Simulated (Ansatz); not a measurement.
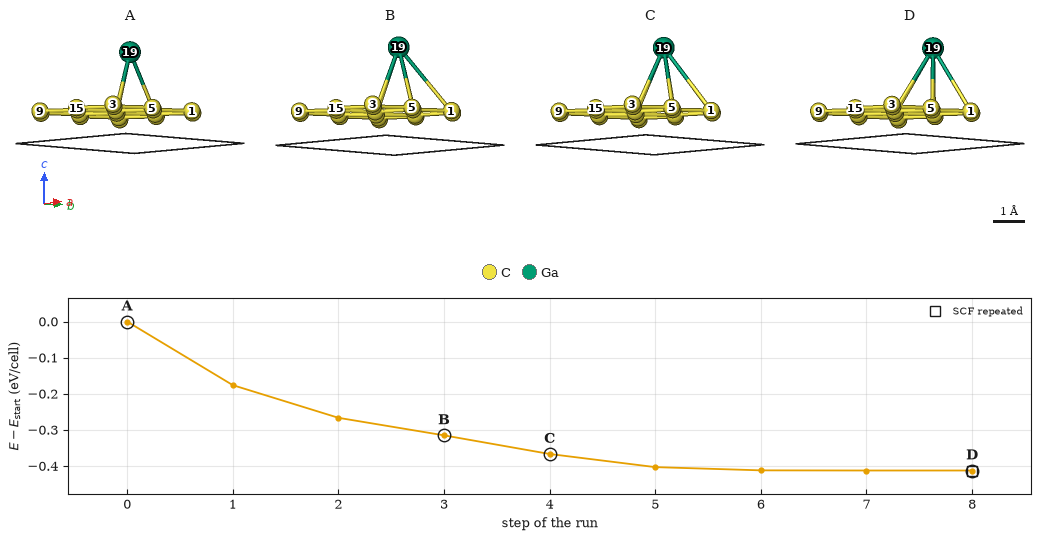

Frames of a relaxation of a slab of composition GaC$_{18}$, marked on the history of the run. A ball-and-stick model of the cell of the calculation, outlined in the plane, without the vacuum (origin shifted), seen from a free direction.

It is Ga on graphene monolayer, set down by a guess. The run prepares an end point of a later path (adatom hop) calculation, from a guessed geometry.

Level of theory: DFT LDA, scalar-relativistic, plane waves, PAW (Ansatz). (plane-wave cutoff 420 eV; k-point mesh 2 × 2 × 1; occupations gaussian; smearing width 0.02 eV; collinear spin; atoms relaxed in a fixed cell; force threshold 0.03 eV/Å; at most 60 steps)

What happens along the run?

Answer. Over 7 accepted moves (8 points after the start) the energy falls by 0.412 eV per cell of the calculation. Largest force component: 2.3 eV/Å at the start, 0.017 eV/Å at the end. 1 step only repeated the SCF at the same geometry. The largest move relative to the layer's centre is that of the Ga atom, 0.89 Å at 83° to the normal (+c side). By element the largest moves are Ga 0.89 Å, C 0.06 Å. The lattice vectors keep their values. Among the contacts that change: C–Ga 3.070 → 2.529 Å, C–Ga 2.031 → 2.530 Å, C–Ga 2.851 → 2.529 Å, C–Ga 2.328 → 2.530 Å. The program noted that the starting moments weren't kept. From step 0 to 3: the Ga atom moves most (0.36 Å), energy −0.315 eV per cell of the calculation. From step 3 to 4: the Ga atom moves most (0.20 Å), energy −51.6 meV per cell of the calculation. From step 4 to 8: the Ga atom moves most (0.36 Å), energy −45.7 meV per cell of the calculation.

```json
{"step": "0", "E − E(0), meV/atom": "0.00", "largest force component, eV/Å": "2.3028", "note": ""}
{"step": "1", "E − E(0), meV/atom": "-9.26", "largest force component, eV/Å": "1.1176", "note": ""}
{"step": "2", "E − E(0), meV/atom": "-14.02", "largest force component, eV/Å": "0.2012", "note": ""}
{"step": "3", "E − E(0), meV/atom": "-16.58", "largest force component, eV/Å": "0.2097", "note": ""}
{"step": "4", "E − E(0), meV/atom": "-19.30", "largest force component, eV/Å": "0.1693", "note": ""}
{"step": "5", "E − E(0), meV/atom": "-21.21", "largest force component, eV/Å": "0.0868", "note": ""}
{"step": "6", "E − E(0), meV/atom": "-21.68", "largest force component, eV/Å": "0.0848", "note": ""}
{"step": "7", "E − E(0), meV/atom": "-21.70", "largest force component, eV/Å": "0.0168", "note": ""}
{"step": "8", "E − E(0), meV/atom": "-21.70", "largest force component, eV/Å": "0.0168", "note": "same geometry, SCF repeated"}
```

Limits of the set-up: the k-point mesh is coarse for a cell with partly filled bands; the periodic images lie only 7.4 Å apart, so the values are limited by the cell's size.
